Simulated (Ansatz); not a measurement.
# SVWN5/def2-SVP run of C2H6BFO (SMILES COB(C)F)

Aim: the energy change on altering one bond length of C2H6BFO at SVWN5/def2-SVP, from 2 runs. 

The calculation is run with Ansatz 0.2.0.

112 further runs of the same task are left out: 112 set aside as unsound or not needed.

## (1) Starting point

C2H6BFO has 11 atoms, charge 0, and is taken as a singlet. As SMILES, `COB(C)F`. The shape is that of a PBE0-D4/def2-TZVP optimisation. This is one conformer, not always the lowest.

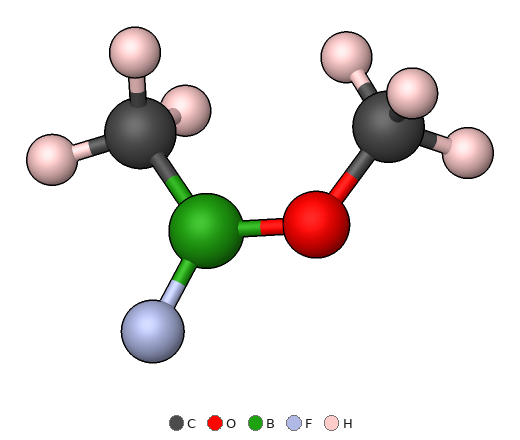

Viewed from a chosen angle; carbon dark grey, oxygen red, boron green, fluorine light blue, hydrogen pink.

## (2) A single-point energy at SVWN5/def2-SVP

in.yaml reads:

```yaml
crystal:
  periodic: [false, false, false]
  atoms:
    - {symbol: C, position_ang: [-1.364400, 0.711100, 0.538500]}
    - {symbol: O, position_ang: [-0.241000, 1.227800, -0.135300]}
    - {symbol: B, position_ang: [0.818600, 0.482700, -0.508900]}
    - {symbol: C, position_ang: [0.993200, -1.057900, -0.270600]}
    - {symbol: F, position_ang: [1.779200, 1.165200, -1.136000]}
    - {symbol: H, position_ang: [-1.458500, 1.207100, 1.506900]}
    - {symbol: H, position_ang: [-2.259100, 0.924300, -0.050000]}
    - {symbol: H, position_ang: [-1.294000, -0.367700, 0.698100]}
    - {symbol: H, position_ang: [0.947600, -1.307000, 0.794000]}
    - {symbol: H, position_ang: [1.947400, -1.412800, -0.660100]}
    - {symbol: H, position_ang: [0.196300, -1.629800, -0.756000]}
basis:
  gaussian:
    orbitals: def2-SVP
hamiltonian:
  xc: {name: SVWN5}
accuracy: high
output: {orbitals: {seedname: orbitals}}
```

Started as:

```sh
$ ansatz run in.yaml --threads 1 --pin off --max-ram 3480MiB --events-out events.jsonl --progress --plain --runs-dir runs
```

Output:

```text
Warning: RAYON_NUM_THREADS=1 ignored (pool sized by the plan → 1); use --threads N
Functional definition: SVWN5
  name "SVWN5"
  exchange = slater_x
  correlation = vwn5_c
2429 factors; integrals over basis functions are off by at most 8.1e-9 eV
mean field evaluation 1: about -7538.2440 eV, gradient 7.1e1 eV
mean field evaluation 2: about -7523.3186 eV, gradient 1.1e2 eV
mean field evaluation 4: about -7549.4623 eV, gradient 6.5e0 eV
mean field evaluation 8: about -7549.5408 eV, gradient 8.1e-1 eV
mean field evaluation 16: about -7549.5420 eV, gradient 9.8e-5 eV
mean field -7549.54199249 eV, -277.4405509606 hartree, gradient 2.3e-8 eV, S^2 0.000000; 0 other end points of the search recorded, 0 dependent functions left out
reference -7549.54199583 eV, -277.4405510833 hartree; 20, 20 occupied and 80, 80 virtual orbitals, 2429 factors
Total energy: -7549.54199583 eV, -277.4405510833 hartree
```

It took 2 s on 1 thread of AMD EPYC 9R45 (Zen 5), shared host; peak memory 0.3 GiB.

## (3) The distorted shape at the same level

molecule.yaml reads:

```yaml
crystal:
  periodic: [false, false, false]
  atoms:
    - symbol: C
      position_ang: [-2.212106, 1.307199, 0.837389]
    - symbol: O
      position_ang: [-1.088706, 1.823899, 0.163589]
    - symbol: B
      position_ang: [0.818600, 0.482700, -0.508900]
    - symbol: C
      position_ang: [0.993200, -1.057900, -0.270600]
    - symbol: F
      position_ang: [1.779200, 1.165200, -1.136000]
    - symbol: H
      position_ang: [-2.306206, 1.803199, 1.805789]
    - symbol: H
      position_ang: [-3.106806, 1.520399, 0.248889]
    - symbol: H
      position_ang: [-2.141706, 0.228399, 0.996989]
    - symbol: H
      position_ang: [0.947600, -1.307000, 0.794000]
    - symbol: H
      position_ang: [1.947400, -1.412800, -0.660100]
    - symbol: H
      position_ang: [0.196300, -1.629800, -0.756000]
basis:
  gaussian:
    orbitals: def2-SVP
accuracy: high
hamiltonian:
  xc: {name: SVWN5}
output: {orbitals: {seedname: orbitals}}
```

Started as:

```sh
$ ansatz run molecule.yaml --threads 1 --pin off --max-ram 3480MiB --events-out events.jsonl --progress --plain --runs-dir runs
```

Output:

```text
Warning: RAYON_NUM_THREADS=1 ignored (pool sized by the plan → 1); use --threads N
[... 4 set-up lines as earlier in the session ...]
2383 factors; integrals over basis functions are off by at most 1.0e-8 eV
mean field evaluation 1: about -7528.3278 eV, gradient 8.0e1 eV
mean field evaluation 2: about -7360.9761 eV, gradient 2.2e2 eV
mean field evaluation 4: about -7540.8282 eV, gradient 4.2e1 eV
mean field evaluation 8: about -7544.4018 eV, gradient 1.1e0 eV
mean field evaluation 16: about -7544.4002 eV, gradient 7.3e-5 eV
mean field -7544.40018957 eV, -277.2515931885 hartree, gradient 8.3e-8 eV, S^2 0.000000; 0 other end points of the search recorded, 0 dependent functions left out
reference -7544.40019327 eV, -277.2515933244 hartree; 20, 20 occupied and 80, 80 virtual orbitals, 2383 factors
Total energy: -7544.40019327 eV, -277.2515933244 hartree
```

Run time: 1.9 s. Hardware: 1 thread of AMD EPYC 9R45 (Zen 5), shared host; peak memory 0.28 GiB.

## (4) Outcome

Level: SVWN5/def2-SVP.

```
                                                         quantity          value
                                        first shape: total energy  -277.44055 Eh
                                         first shape: HOMO energy       -7.39 eV
                                         first shape: LUMO energy       -0.04 eV
                                       first shape: HOMO–LUMO gap        7.34 eV
                                    distorted shape: total energy  -277.25159 Eh
                                     distorted shape: HOMO energy       -4.55 eV
                                     distorted shape: LUMO energy       -3.01 eV
                                   distorted shape: HOMO–LUMO gap        1.54 eV
energy change with the O2–B3 bond stretched from 1.348 to 2.427 Å       5.142 eV
```

What this shows: With the O2–B3 bond stretched from 1.348 to 2.427 Å the energy rises by 5.14 eV (119 kcal/mol). The first shape isn't relaxed at this level, so the change isn't measured from a minimum.
